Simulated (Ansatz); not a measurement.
BF2H2N···SiH4

Input file:

```
crystal:
  periodic: [false, false, false]
  atoms:
    - { symbol: B, position_ang: [-1.31082, -0.152604, -0.694606] }
    - { symbol: Si, position_ang: [1.542975, -0.629965, 0.800166] }
    - { symbol: F, position_ang: [-0.712614, -0.803278, -1.670817] }
    - { symbol: F, position_ang: [-1.947078, -0.845077, 0.224681] }
    - { symbol: H, position_ang: [0.591906, 0.384782, 0.405355] }
    - { symbol: "N", position_ang: [-1.281034, 1.305432, -0.645224] }
    - { symbol: H, position_ang: [2.718368, -0.580743, -0.100656] }
    - { symbol: H, position_ang: [1.986757, -0.383079, 2.192576] }
    - { symbol: H, position_ang: [0.916795, -1.968078, 0.719224] }
    - { symbol: H, position_ang: [-1.73969, 1.823106, 0.080267] }
    - { symbol: H, position_ang: [-0.765664, 1.849704, -1.310966] }
basis:
  gaussian: { orbitals: def2-SVP }
hamiltonian:
  xc: { name: BHLYP }
relax:
  f_tol: 0.03
  max_steps: 50
output:
  orbitals: {}
```

Run with:

```sh
ansatz run input.yaml --threads 2 --pin off --max-ram 3072MiB --backend cpu --events-out ev --progress --plain --runs-dir out
```

The fields are those of the relaxed geometry.

These are results of RKS BHLYP/def2-SVP (Ansatz 0.2.0), not measurements.

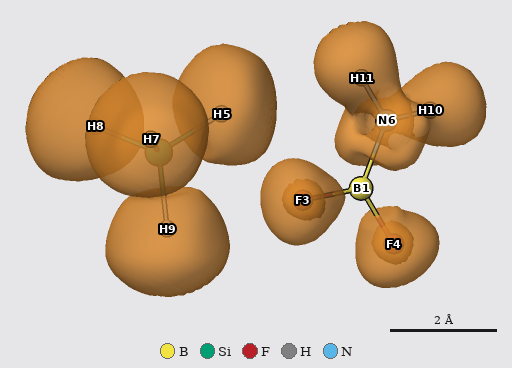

Figure 1. Isosurface of the electron localisation function at 0.75 (orange), seen across its widest extent. Only the valence region is drawn (cores and ρ < 0.01 e/Å³ removed).

### Describe the localisation domains.

The ELF exceeds this value in four regions around hydrogen nuclei, two regions on F in which the atom's valence shell and bonds are merged and one joined region spread over several atoms (H, N), in which their bonds and any lone pairs are merged. Profiles from the grid: Si2···F3 (3.21 Å): the ELF dips to about 0 between them; a non-bonded, intermolecular contact. B–F (1.32 Å): the ELF peaks at about 0.85 between the atoms: a shared but strongly polarised pair.

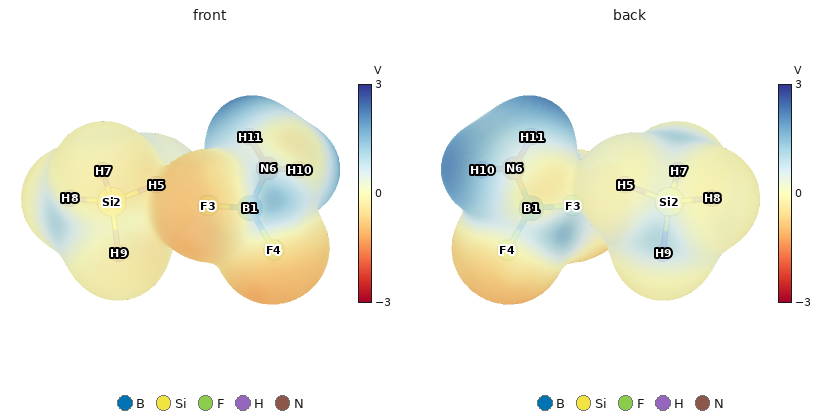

Figure 2. The electrostatic potential painted on the density surface at 0.002 e/bohr³, seen from the front and from behind; the colour scale runs from red (negative) to blue (positive).

### Which sites attract a positive test charge, and which a negative one?

A positive charge is drawn to the negative regions and a negative charge to the positive ones. The most negative region (about −1.1 V) lies over F3 and F4, the most positive (about +2.1 V) over H10 and H11.

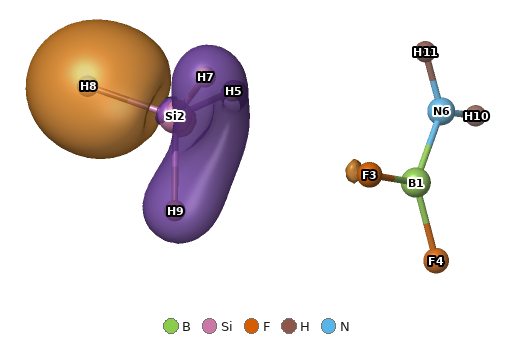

Figure 3. The HOMO−1 at ±0.15 Å⁻³ᐟ² (orange and purple are the two phases), seen at an oblique angle.

### Where does this orbital lie, and at what energy?

Its weight (Hirshfeld) is mainly on Si2 (about 40 %), H8 (about 40 %), H9 (about 10 %) and H7 (about 5 %). Its energy is −10.93 eV.
